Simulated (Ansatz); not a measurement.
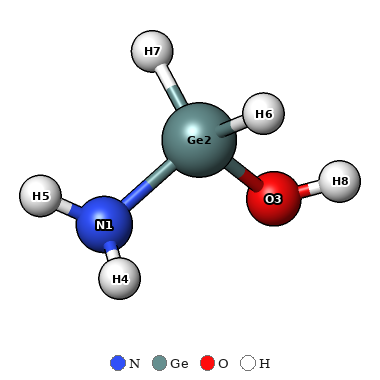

The system is GeH5NO, SMILES [NH2][GeH2][OH]; the picture shows the reference structure. The first coordinate is: angle N1–Ge2–O3; the second: dihedral N1–Ge2–O3–H8. Nothing is relaxed (all other coordinates rigid). The grid has 9 × 10 points. Points are written as (first, second). All energies are given in kJ/mol relative to the lowest grid point. These are results of Ansatz 0.2.0, RKS PBE0-D4/def2-TZVP, not measurements.

Its coordinates:

```tsv
atom	x (Å)	y (Å)	z (Å)
N	-1.0538	0.5083	-0.7678
Ge	0.4861	0.0596	0.0890
O	0.2881	-1.6568	0.5171
H	-1.8651	0.6811	-0.1942
H	-0.9708	1.2190	-1.4783
H	0.7580	0.8138	1.4136
H	1.6308	0.2505	-0.9210
H	0.7267	-1.8757	1.3416
```

Range: angle N1–Ge2–O3 from 69.9 to 139.9°; dihedral N1–Ge2–O3–H8 from −180 to 144°.

> What will the energy surface look like?

The lowest grid point is at (104.9°, 36°). There is a further well near (104.9°, −144°) (5 kJ/mol above the lowest at that grid point). The highest grid point, (69.9°, −36°), lies 238 kJ/mol above the lowest. On the interpolated surface the easiest way out of the lowest well to the well at (104.9°, −144°) passes a barrier of about 9.1 kJ/mol. Round the minimum the valley is somewhat tilted: raising angle N1–Ge2–O3 shifts the best value of dihedral N1–Ge2–O3–H8 upwards (coupling k₁₂/√(k₁₁k₂₂) about −0.2).

| dihedral N1–Ge2–O3–H8 ↓, angle N1–Ge2–O3 → | 69.9 | 78.6 | 87.4 | 96.1 | 104.9 | 113.6 | 122.4 | 131.1 | 139.9 |
| --- | --- | --- | --- | --- | --- | --- | --- | --- | --- |
| 144 | 189 | 95 | 43 | 17 | 9 | 14 | 33 | 62 | 103 |
| 108 | 208 | 106 | 49 | 19 | 7 | 10 | 26 | 53 | 92 |
| 72 | 208 | 104 | 45 | 15 | 3 | 5 | 20 | 47 | 85 |
| 36 | 205 | 97 | 39 | 10 | 0 | 4 | 21 | 48 | 88 |
| 0 | 221 | 104 | 43 | 14 | 4 | 8 | 25 | 53 | 92 |
| −36 | 238 | 119 | 55 | 22 | 9 | 12 | 27 | 54 | 92 |
| −72 | 231 | 120 | 57 | 24 | 10 | 11 | 25 | 51 | 89 |
| −108 | 207 | 106 | 49 | 19 | 7 | 10 | 26 | 53 | 91 |
| −144 | 177 | 87 | 37 | 13 | 5 | 11 | 30 | 59 | 101 |
| −180 | 169 | 83 | 35 | 13 | 7 | 14 | 34 | 65 | 107 |

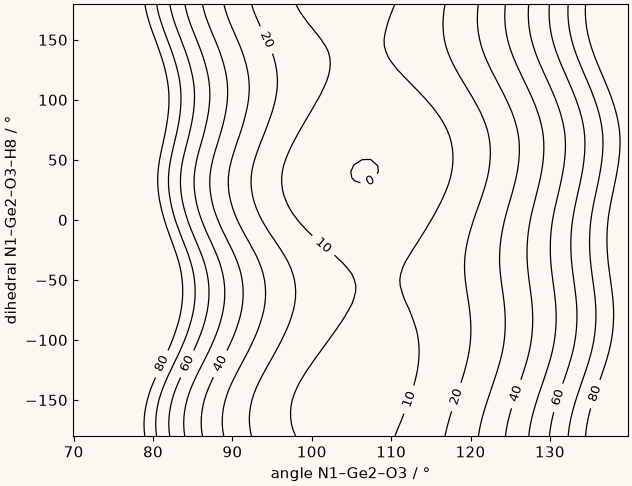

In the figure: contour lines labelled in kJ/mol (none above 80). Between grid points the surface is interpolated.

The whole map (90 points run) took 8.4 min on 1 thread of Arm Neoverse V2, with other jobs on the host.
